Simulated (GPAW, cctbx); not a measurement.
# Bonding in TiZnCu as X-rays see it

Question: by how much does bonding change the X-ray structure factors of TiZnCu, and what does a routine refinement make of it?

The cell comes from substitution in a known structure type and wasn't matched to any measured phase. All numbers below are calculated.

**1. Relax the structure**

The density hangs on the geometry, so cell and atoms are relaxed first, with the symmetry held. The cutoff is set higher than for the density because stress converges slowly with plane waves.

Settings: GPAW 26.7.0, PBE, 570 eV, 5×5×4 k-points (along the axes of the calculation cell), Fermi–Dirac width 0.1 eV, BFGS to 0.03 eV/Å.

```text
cell
1.0
     4.277000000    0.000000000    0.000000000
    -2.138500000    3.703990652    0.000000000
     0.000000000    0.000000000    5.227000000
Zn Cu Ti
2 2 2
Direct
0.333333333 0.666666667 0.750000000
0.666666667 0.333333333 0.250000000
0.000000000 0.000000000 0.000000000
0.000000000 0.000000000 0.500000000
0.333333333 0.666666667 0.250000000
0.666666667 0.333333333 0.750000000
```

```console
$ OMP_NUM_THREADS=1 mpirun -n 4 gpaw python run.py > gpaw.log
```

```text
BFGS:    0      -23.187311        0.675885
BFGS:    1      -23.201968        0.621350
BFGS:    2      -23.287622        0.052973
BFGS:    3      -23.288717        0.065938
BFGS:    4      -23.288841        0.065017
BFGS:    5      -23.289213        0.048077
BFGS:    6      -23.289204        0.023091
cell  4.3721 4.3721 5.2656  90.00 90.00 120.00
volume 87.168 A^3, largest force 0.000 eV/A, largest stress 0.25 GPa
```

After 6 steps the volume has changed by +5.3 % and the energy by -0.102 eV; the largest stress left is 0.25 GPa. It took 79 s on 4 cores of Arm Neoverse V2 (shared host), peak memory 1 GiB.

Relaxed structure: P6_3/mmc (no. 194), a = 4.3721 Å, b = 4.3721 Å, c = 5.2656 Å, α = 90.00°, β = 90.00°, γ = 120.00°.

| atom | mult. | x | y | z |
| --- | --- | --- | --- | --- |
| Zn1 | 2 | 1/3 | 2/3 | 3/4 |
| Cu1 | 2 | 0 | 0 | 0 |
| Ti1 | 2 | 1/3 | 2/3 | 1/4 |

**2. The all-electron density**

X-rays see the whole electron density, so the PAW density is rebuilt with its core regions. Subtracting spherical free atoms from the same code cancels the cores and leaves the deformation density Δρ, the part due to bonding.

Settings: PBE, 450 eV, 6×6×5 k-points (along the axes of the calculation cell), Fermi–Dirac width 0.1 eV; primitive cell of 6 atoms.

```console
$ OMP_NUM_THREADS=1 mpirun -n 4 gpaw python run.py > gpaw.log
```

```text
|iter:   1|       0s |  -29.466547 | +0.33 |       |
|iter:   2|       1s |  -24.398915 | -0.08 | -0.86 |
|iter:   3|       2s |  -23.835478 | -0.79 | -1.23 |
...
|iter:  17|      17s |  -23.025363c| -7.01 | -5.89c|
|iter:  18|      18s |  -23.025363c| -7.34 | -6.32c|
|iter:  19|      18s |  -23.025363c| -7.61c| -6.66c|
```

```text
grid (48, 48, 54)  electrons 162.000  moved by bonding 1.164 e
deformation density beyond 0.5 A of the nuclei: max 0.033, min -0.212 e/A^3
atom        x       y       z   Voronoi charge  moment
Zn1    0.3333  0.6667  0.7500     -0.003       0.00
Zn2    0.6667  0.3333  0.2500     -0.003       0.00
Cu3    0.0000  0.0000  0.0000      0.014       0.00
Cu4    0.0000  0.0000  0.5000      0.014       0.00
Ti5    0.3333  0.6667  0.2500     -0.011       0.00
Ti6    0.6667  0.3333  0.7500     -0.011       0.00
mean inner potential of superposed free atoms 21.667 V
total magnetic moment 0.000 muB
```

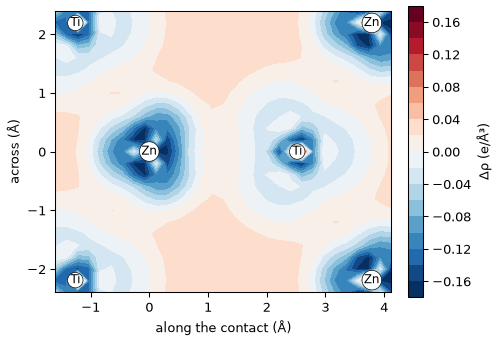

Deformation density in a plane through the shortest contact of the Zn atom at the origin; red gains electrons, blue loses them.

Hardly any net charge crosses the Voronoi midplanes, which need not mean no transfer: free-atom tails already reach into the neighbours' cells. Along the shortest contact from the Zn atom at the map's origin, Zn–Ti at 2.52 Å, Δρ is +0.02 e/Å³ at the midpoint and highest, +0.02, 1.14 Å from Zn (points within 0.5 Å of a nucleus left out): little piles up between the atoms, as is usual in a metallic crystal, which this run finds. At the midpoints of other shortest contacts it is +0.03 (Cu–Cu, 2.63 Å), +0.03 (Zn–Cu, 2.85 Å) and +0.02 (Cu–Ti, 2.85 Å) e/Å³. Point values carry grid noise of about 0.01 e/Å³. The run needed 19 iterations, 26 s.

**3. From the density to structure factors**

The Fourier components of Δρ, added to those of the free atoms, give the static X-ray structure factors; the Mott–Bethe relation turns them into the Fourier components V of the potential that fast electrons feel.

```text
static structure factors of the conventional cell: F in electrons, V (Mott-Bethe) in volts
   h  k  l      d  |F| table  |F| free   |F| DFT   change   |V| free  |V| DFT  change %
   1  0  0  3.7863     6.972     6.819     6.658   -0.161     0.618    0.496    -19.7
   1  0  1  3.0741    14.598    14.619    14.522   -0.097     0.379    0.331    -12.8
   0  0  2  2.6328    34.184    34.236    34.061   -0.175     4.288    4.352      1.5
   1  1  0  2.1860   121.823   121.173   120.355   -0.818    10.259   10.465      2.0
   1  0  2  2.1616    83.033    82.541    81.917   -0.624     6.746    6.900      2.3
   2  0  0  1.8932     6.199     6.047     5.884   -0.163     0.009    0.022        -
   2  0  1  1.7815    13.319    13.119    12.982   -0.137     0.123    0.146     18.6
   1  1  2  1.6819    28.241    28.207    28.291    0.084     2.647    2.634     -0.5
   1  0  3  1.5924    12.835    12.623    12.546   -0.077     0.164    0.175      6.2
   2  0  2  1.5371    70.365    70.007    69.735   -0.271     4.968    5.002      0.7
   2  1  0  1.4311     5.286     5.217     5.074   -0.143     0.084    0.100     18.3
   2  1  1  1.3810    12.045    11.859    11.807   -0.052     0.200    0.206      2.6
   0  0  4  1.3164    92.945    92.672    92.559   -0.113     6.317    6.328      0.2
   2  0  3  1.2871    11.574    11.409    11.405   -0.005     0.213    0.214      0.2
```

The largest X-ray change is -0.82 e on 110, 0.7 % of |F|. For electrons V goes as (Z − F)/g², so a change of F counts against Z − F, which is small at low angle and wherever the atoms' terms cancel: |V| of 100 moves by -19.7 % (0.62 to 0.50 V) against -2.4 % in |F|. The tabulated Hartree–Fock atoms differ from the free DFT atoms by up to 0.65 e, so the choice of reference atom matters too.

**4. What a spherical-atom refinement makes of it**

Routine crystallography fits spherical atoms. To see the bias, intensities are simulated from tabulated atoms plus the DFT change ΔF, so that bonding alone can misfit (3802 reflections of the full sphere, merged to the counts below, to 0.45 Å, 1.5 % proportional noise plus counting noise, assumed isotropic U as listed, Δρ smeared by the mean U) and refined with cctbx over different ranges.

```
                    range  data      R1  GooF  U Zn1 (true 0.0047)  U Cu1 (true 0.0048)  U Ti1 (true 0.0052)  largest shift (Å)  Δρ max, min (e/Å³)
                 all data   222  0.0048  0.98               0.0047               0.0047               0.0052             0.0000         0.18, -0.25
 low resolution, d > 0.84    42  0.0034  0.97               0.0044               0.0045               0.0050             0.0000         0.08, -0.14
     high order, d < 0.75   168  0.0052  0.94               0.0047               0.0048               0.0052             0.0000         0.18, -0.12
occupancies free, d > 0.7    67  0.0040  1.03               0.0045               0.0046               0.0052             0.0000         0.11, -0.16
```

With all data GooF is 0.98, so at this noise the bonding hardly shows; the top residual peak, near noise level, lies 1.37 Å from Cu and 1.49 Å from Ti, between them. No U is off by more than 3 s.u. at low resolution. Symmetry fixes every coordinate, so the shifts are zero by construction. With Zn1 held at 1 and the scale free, the other occupancies refine to Cu1 1.000(0.001) and Ti1 1.003(0.002), within three s.u. of full.

**5. Answer**

Bonding moves 1.16 e in the primitive cell of TiZnCu and changes the structure factors of the conventional cell in the table above by at most 0.82 e (110, 0.7 %), and among reflections above 2 % of the strongest by up to 2.7 % (210). The shortest bond, Zn–Ti, has Δρ = +0.02 e/Å³ at its midpoint, with no localised bond charge. With all data GooF is 0.98, so at this noise the bonding hardly shows. Limits: static density, frozen cores, no spin–orbit coupling.

[Outputs are excerpts: Python notices, other lines and further rows are left out; steps that failed or that the build refused (PBEsol, TPSS) are not shown.]

[Logs are printed without paths, hosts, clocks, repeated set-up lines and the standing remarks that a program may print on its own settings, such as how far it seeks lower states.]
